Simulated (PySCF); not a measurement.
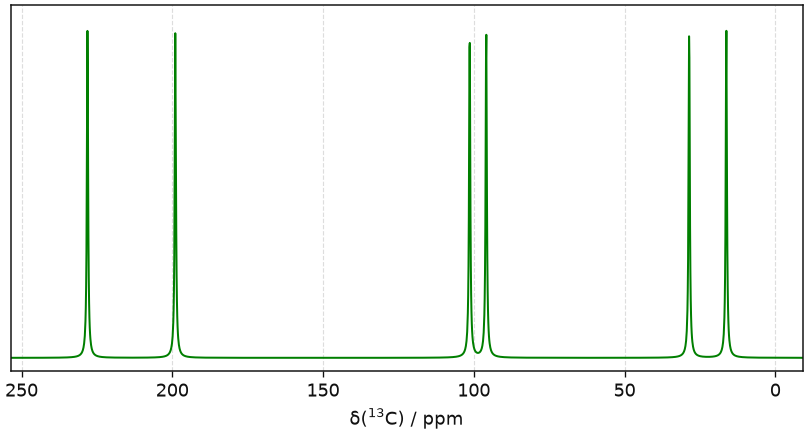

GIAO shifts, PBE0/pcSseg-1, PySCF, at a PBE0-D3(BJ)/def2-SVP geometry (no frequency check), against TMS for ¹³C computed at the same level. Gas phase, fully decoupled, line heights follow the number of nuclei, widths are arbitrary (no quadrupolar broadening); values of one conformer, averaged over methyl-type rotors and exact or near symmetry; other conformers aren't averaged in.

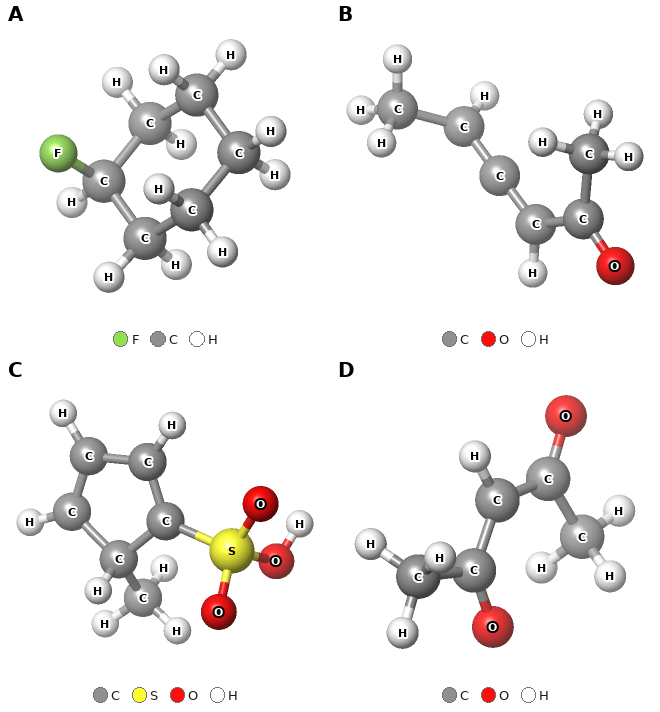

Which molecule was computed? Choose among the lettered structures. Charge and spin: A neutral singlet; B neutral singlet; C neutral singlet; D −1 singlet.

Structure B, C₆H₈O, SMILES CC=C=CC(C)=O. Its ¹³C signals: 228.1 (1 C), 199.0 (1 C), 101.4 (1 C), 95.9 (1 C), 28.6 (1 C), 16.2 (1 C) ppm.
